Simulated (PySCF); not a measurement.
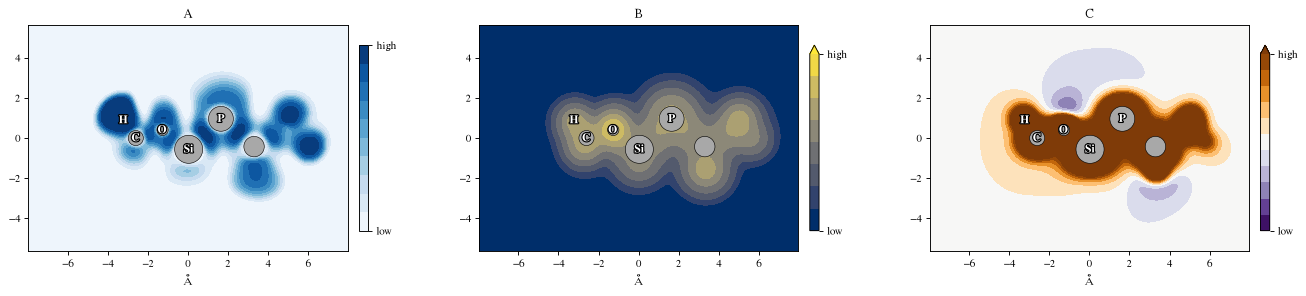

C$_{2}$H$_{13}$O$_{2}$PSi$_{3}$: 3 fields on the plane of atoms O2, C1 and H10, with unlabelled colour scales. Grey discs cover the atomic cores.

Geometry: GFN2-xTB.

All numbers below come from PySCF, PBE0/pcSseg-1, SCF density, gas phase, non-relativistic.

Match the panels to the quantities (electron density, electron localisation function and electrostatic potential).

Panel A: electron localisation function. Panel B: electron density. Panel C: electrostatic potential (strongly positive close to the atoms, with negative regions outside electron-rich atoms). From the grid: C–O (1.39 Å): ρ is about 2.1 e/Å³ halfway, with its minimum of 1.8 e/Å³ about 0.5 Å from C; the ELF peaks at about 0.90 between the atoms, as expected for a polar covalent bond. Si–O (1.62 Å): ρ is about 1.2 e/Å³ halfway; the ELF peaks at about 0.85 between the atoms; a polar covalent bond.
